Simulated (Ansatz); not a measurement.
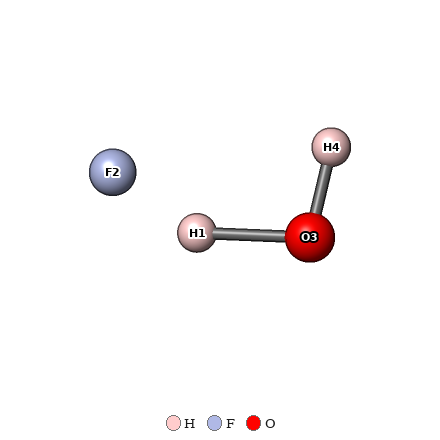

The system is the reacting system FH₂O (fragments FH + HO where the first distance is long, H₂O + F where the second is long), spin multiplicity 2; the picture shows the reference structure. The first coordinate is: distance H1–O3 (bond that forms); the second: distance H1–F2 (bond that breaks). Relaxed at each point: all other coordinates. The scan uses a 13 × 13 grid. Points are written as (first, second). Energies are in eV, from the lowest grid point. In part of the range the unrestricted reference is strongly spin-contaminated. Computed with Ansatz, UKS CAM-B3LYP-D4/def2-SVP.

Its coordinates:

```xyz
4

H    -0.6175   -0.1197   -0.1946
F    -0.8710    1.0335    0.0031
O     0.3856   -0.7363    0.2748
H     1.1028   -0.1775   -0.0833
```

Range: distance H1–O3 (bond that forms) from 0.873 to 2.673 Å; distance H1–F2 (bond that breaks) from 0.819 to 2.319 Å.

What landscape does the calculation give?

The lowest grid point is at (1.791 Å, 0.979 Å). The highest grid point, (2.673 Å, 2.319 Å), lies 5.60 eV above the lowest. On the interpolated surface the lowest path from the side where the first distance is long, about (2.50 Å, 0.92 Å), to the side where the second distance is long, about (0.97 Å, 2.17 Å), has its top at about (1.05 Å, 1.28 Å), about 0.49 eV above the start and 0.12 eV above the end.

| second ↓, first → | 0.873 | 0.954 | 1.065 | 1.191 | 1.329 | 1.476 | 1.630 | 1.791 | 1.957 | 2.129 | 2.306 | 2.487 | 2.673 |
| --- | --- | --- | --- | --- | --- | --- | --- | --- | --- | --- | --- | --- | --- |
| 2.319 | 0.72 | 0.43 | 0.61 | 1.21 | 2.05 | 2.96 | 3.83 | 4.49 | 4.92 | 5.21 | 5.38 | 5.57 | 5.60 |
| 2.164 | 0.69 | 0.41 | 0.59 | 1.20 | 2.03 | 2.94 | 3.81 | 4.48 | 4.93 | 5.22 | 5.32 | 5.38 | 5.42 |
| 2.013 | 0.69 | 0.40 | 0.59 | 1.19 | 2.02 | 2.91 | 3.75 | 4.39 | 4.75 | 4.95 | 5.05 | 5.12 | 5.17 |
| 1.866 | 0.70 | 0.41 | 0.59 | 1.18 | 1.98 | 2.84 | 3.61 | 4.14 | 4.43 | 4.59 | 4.69 | 4.77 | 4.82 |
| 1.723 | 0.74 | 0.43 | 0.59 | 1.15 | 1.90 | 2.68 | 3.34 | 3.70 | 3.94 | 4.10 | 4.21 | 4.30 | 4.35 |
| 1.584 | 0.81 | 0.47 | 0.58 | 1.08 | 1.75 | 2.41 | 2.89 | 3.13 | 3.31 | 3.45 | 3.56 | 3.63 | 3.68 |
| 1.450 | 0.92 | 0.53 | 0.57 | 0.96 | 1.49 | 1.99 | 2.30 | 2.46 | 2.59 | 2.70 | 2.78 | 2.84 | 2.88 |
| 1.321 | 1.09 | 0.62 | 0.54 | 0.78 | 1.14 | 1.45 | 1.62 | 1.73 | 1.82 | 1.90 | 1.96 | 2.01 | 2.04 |
| 1.199 | 1.38 | 0.79 | 0.52 | 0.57 | 0.73 | 0.88 | 0.94 | 1.00 | 1.07 | 1.13 | 1.17 | 1.21 | 1.23 |
| 1.084 | 1.87 | 1.09 | 0.59 | 0.41 | 0.37 | 0.37 | 0.35 | 0.38 | 0.42 | 0.46 | 0.50 | 0.53 | 0.55 |
| 0.979 | 2.64 | 1.63 | 0.87 | 0.44 | 0.22 | 0.08 | 0.00 | 0.00 | 0.02 | 0.05 | 0.08 | 0.10 | 0.12 |
| 0.886 | 3.79 | 2.53 | 1.49 | 0.84 | 0.44 | 0.20 | 0.06 | 0.03 | 0.03 | 0.05 | 0.08 | 0.09 | 0.11 |
| 0.819 | 5.12 | 3.63 | 2.35 | 1.52 | 1.00 | 0.69 | 0.51 | 0.45 | 0.44 | 0.46 | 0.48 | 0.49 | 0.51 |

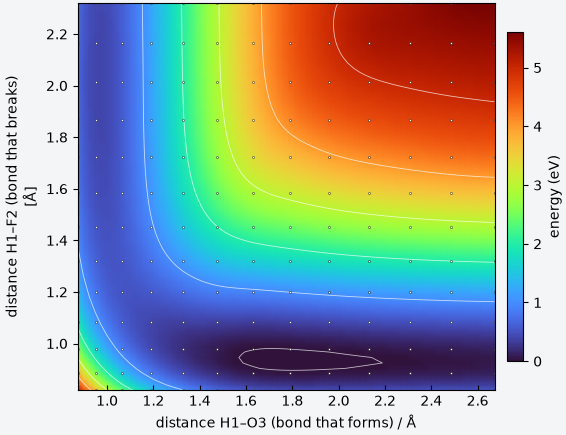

In the figure: a smooth colour map with a few white contour lines, dots at the grid points. Between grid points the surface is interpolated.

Each point was launched as `ansatz run input.yaml --threads 1 --pin off --max-ram 2560MiB --backend cpu --events-out ev --progress --plain --runs-dir out`. Time for the 169 points that were run: 16 min on 1 thread of Intel(R) Xeon(R) Platinum 8488C (Sapphire Rapids), on a shared host.
